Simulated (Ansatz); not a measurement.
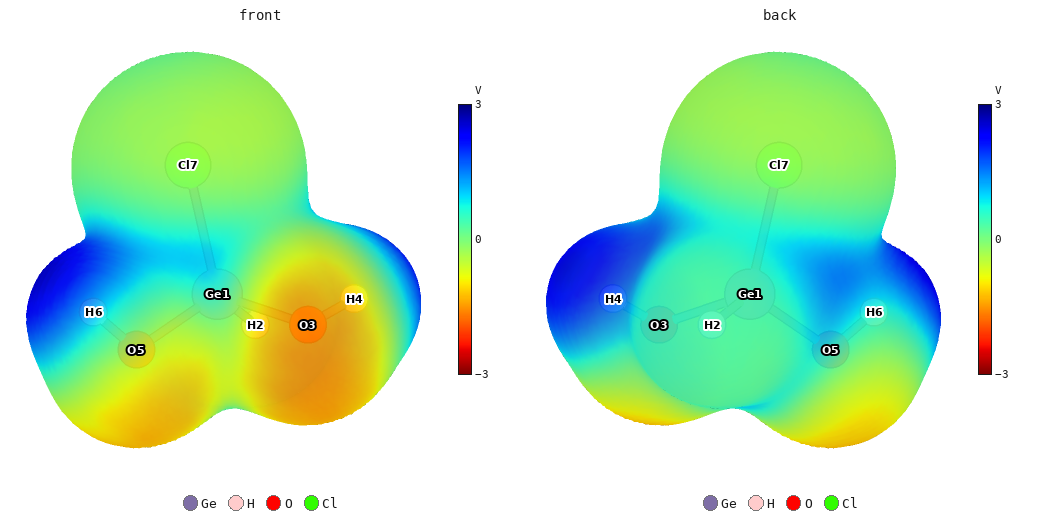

Figure 1: ClGeH3O2. The electrostatic potential painted on the density surface at 0.002 e/bohr³, seen from the front and from behind; red is negative and blue positive.

Not at a stationary point (largest force 1.6 eV/Å).

All numbers below come from Ansatz 0.2.0, RKS PBE-D4/def2-SVP.

The calculation's input:

```
crystal:
  periodic: [false, false, false]
  atoms:
    - { symbol: Ge, position_ang: [0.0, 0.0, 0.0] }
    - { symbol: H, position_ang: [0.9237, 0.0, 1.4863] }
    - { symbol: O, position_ang: [1.9022, 0.0, 0.5126] }
    - { symbol: H, position_ang: [2.2186, -0.9521, 0.3959] }
    - { symbol: O, position_ang: [-0.8337, 1.4443, -0.5894] }
    - { symbol: H, position_ang: [-1.7915, 1.2136, -0.8118] }
    - { symbol: Cl, position_ang: [-1.0456, -1.8115, -0.7393] }
basis:
  gaussian: { orbitals: def2-SVP }
hamiltonian:
  xc: pbe
  dispersion: d4
relax:
  f_tol: 0.15
  max_steps: 25
  restrain:
    - { distance: [1, 2], at: 2.21, k: 30.0 }
    - { distance: [0, 1], at: 1.55, k: 30.0 }
    - { distance: [0, 2], at: 1.77, k: 30.0 }
output:
  orbitals: {}
```

Command:

```sh
ansatz run input.yaml --threads 2 --pin off --max-ram 3072MiB --backend cpu --events-out ev --progress --plain --runs-dir out
```

The fields are those of the run's last geometry, not of the input's.

### Which sites attract a positive test charge, and which a negative one?

A positive charge is drawn to the negative regions and a negative charge to the positive ones. The most negative region (about −1.6 V) lies over O3, the most positive (about +2.6 V) over H6. O3 is the likeliest acceptor of a hydrogen bond.
